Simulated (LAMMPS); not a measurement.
Simulation of SiC (zinc blende), 1000 atoms, at 2180 K and 0 GPa, heated as the crystal.

All values are model results, not measurements: classical MD, pair style tersoff, file SiC_1994.tersoff (LAMMPS).

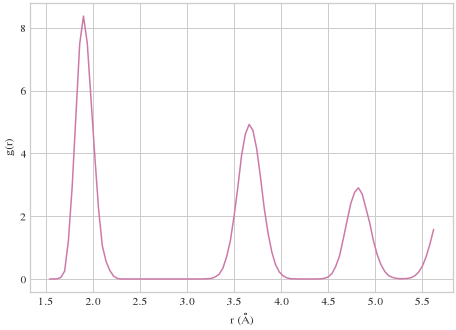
*g(r) against r (Å)*

Read from the full data:
- state found: crystal; no diffusion seen in 30 ps
- first peak of g(r), C-Si: 1.90 Å, height 8.4
- coordination number of C by Si: 4.00 (counted to 2.70 Å)
- coordination number of Si by C: 4.00 (counted to 2.70 Å)

Caution: a run this short can hold a crystal over, or a liquid under, the potential's melting point.
